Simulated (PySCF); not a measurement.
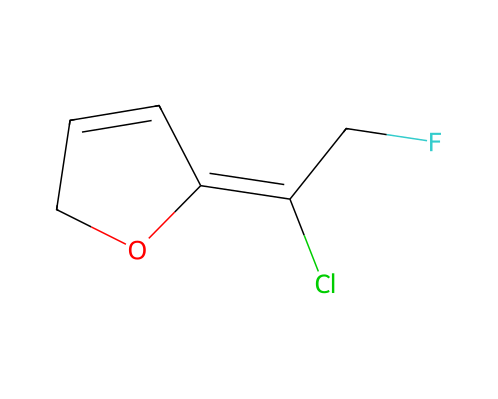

The picture comes from a calculation with PySCF.

> Give its SMILES.

FC/C(Cl)=C1\C=CCO1

> What is the molecular formula?

C6H6ClFO.

> An optimisation with GFN2-xTB gave a structure of which point group?

C1. Other conformers may differ.
